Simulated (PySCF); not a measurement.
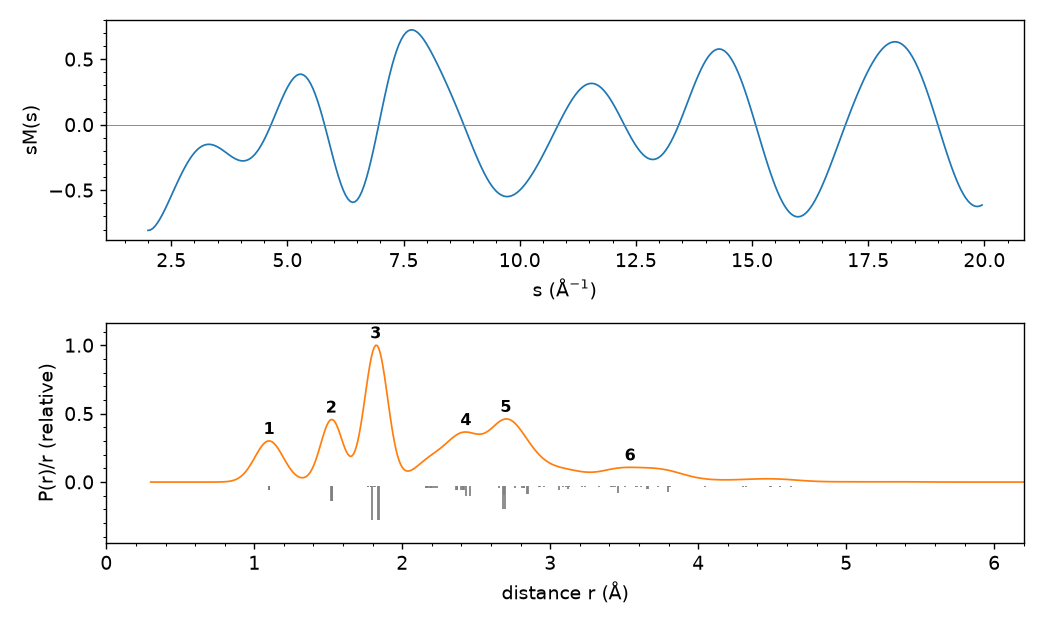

Simulated gas electron diffraction: reduced molecular intensity sM(s) from the Debye equation in the first Born approximation (top) and the radial distribution curve (bottom) of C5H11S (charge +1, ignored in the scattering factors). Each pair of atoms contributes with weight ZᵢZⱼ/r (bars below the curve); damping constant 0.0015 Å²; vibrational amplitudes assumed, not computed: 0.05 Å for bonds, 0.078 Å for bonds to H, 0.06 + 0.015 r up to 0.15 Å for other pairs. The geometry is the end point of an optimisation (PySCF, PBE0-D3(BJ)/def2-SVP geometry optimisation, gas phase); it may be a saddle point or a higher isomer. SMILES: C[S+]1CCCC1.

Read the positions of the numbered peaks and name the main pairs (– for bonds).

Answer. Peak 1, 1.10 Å: C–H 1.10 Å (×11)
Peak 2, 1.52 Å: C–C 1.52–1.53 Å (×3)
Peak 3, 1.82 Å: S–C 1.80–1.84 Å (×3)
Peak 4, 2.43 Å: C···H 2.19–2.24 Å (×6), S···H 2.36–2.42 Å (×7), C···C 2.43–2.46 Å (×2), not resolved; in its flanks C···H 2.16–2.18 Å
Peak 5, 2.70 Å: C···H 2.66–2.96 Å (×8), S···C 2.68–2.69 Å (×2), C···C 2.69–2.85 Å (×3), not resolved
Peak 6, 3.54 Å: C···H 3.33–3.81 Å (×12), C···C 3.46–3.80 Å (×2), S···H 3.65–3.66 Å (×2), not resolved
